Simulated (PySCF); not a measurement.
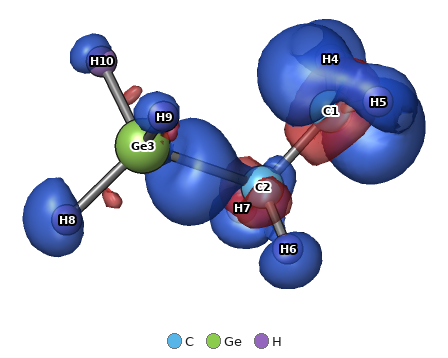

C₂H₇Ge, doublet, SMILES `[CH2][CH2][GeH3]`. Fukui function f⁻ = ρ(N) − ρ(N−1) at fixed geometry, surfaces at ±0.03 e/Å³ (blue positive, red negative).

Computed with PySCF, TPSS/def2-SVPD, geometry: GFN2-xTB. No frequency check shows the geometry to be a minimum. GFN2-xTB bond lengths at metals and heavier atoms can be off by up to 0.1 Å and shapes distorted, which carries into these values. GFN2-xTB doesn't know the spin state, so this open-shell geometry is rough.

Input script:

```python
import numpy as np
from pyscf import gto, scf, dft
from pyscf.scf import atom_ks, atom_hf
from scipy.linalg import block_diag

def solve(mol, dm0=None, hcore=None):
    mf = (dft.UKS if mol.spin else dft.RKS)(mol, xc='tpss')
    mf.grids.level = 3
    mf = mf.density_fit(auxbasis='def2-universal-jkfit')
    mf.conv_tol, mf.max_cycle = 1e-8, 80
    if hcore is not None:
        mf.get_hcore = lambda *args: hcore
    mf.kernel(dm0)
    if not mf.converged:
        mf = mf.newton().run(mf.mo_coeff, mf.mo_occ, max_cycle=30)
    assert mf.converged, 'SCF not converged'
    return mf

mol = gto.M(atom='''
C      2.12752     0.39960    -0.00222
C      1.16248    -0.68200     0.00106
Ge    -0.73128     0.05518     0.00047
H      2.44787     0.84484    -0.92174
H      2.44645     0.85104     0.92034
H      1.24096    -1.30479     0.89539
H      1.24233    -1.31078    -0.88413
H     -1.80874    -0.99901    -0.01064
H     -0.95485     0.92773     1.19552
H     -0.95300     0.91966    -1.20267
''', basis='def2-svpd', charge=0, spin=1, verbose=4)
mf = solve(mol)
out = dict(e0=mf.e_tot, dm0=mf.make_rdm1(), c=mf.mo_coeff, occ=mf.mo_occ, eps=mf.mo_energy)
for name, dq, spin in [('cation', 1, 0), ('anion', -1, 0)]:
    ion = mol.copy().set(charge=mol.charge + dq, spin=spin).build()
    mi = solve(ion)
    if spin and dq > 0 and mol.nao < 130:
        c, _, stable, _ = mi.stability(return_status=True)
        if not stable:
            mi = solve(ion, mi.make_rdm1(c, mi.mo_occ))
    print(name, 'vertical energy change / eV', (mi.e_tot - mf.e_tot) * 27.211386)
    out.update({'e_' + name: mi.e_tot, 'dm_' + name: mi.make_rdm1(), 's2_' + name: mi.spin_square()[0], 'eps_' + name: mi.mo_energy, 'occ_' + name: mi.mo_occ})
# spherically averaged free atoms, for the promolecule
atm = atom_ks.get_atm_nrks(mol, xc='tpss')
pro = block_diag(*[(atm[a[0]][2] * atm[a[0]][3]) @ atm[a[0]][2].T for a in mol._atom])
np.savez('result.npz', pro=pro, **out)
```

Command:

```sh
OMP_NUM_THREADS=1 python input.py
```

The run took 2.4 min on 1 thread of Arm Neoverse V1 (shared host), peak memory 0.62 GiB.

Partitions, critical points and surface values were worked out afterwards from this run's density.

Q: Which atoms respond most to the removal of an electron?

A: f⁻ (Hirshfeld-condensed) is largest on C1 (0.29); the vertical ionisation energy is 7.55 eV (to the singlet cation, which needn't be its lowest state). Condensed values hint at sites of electrophilic attack but needn't mark the atom that reacts. Orbital relaxation makes it negative in places (0.20 e in all).
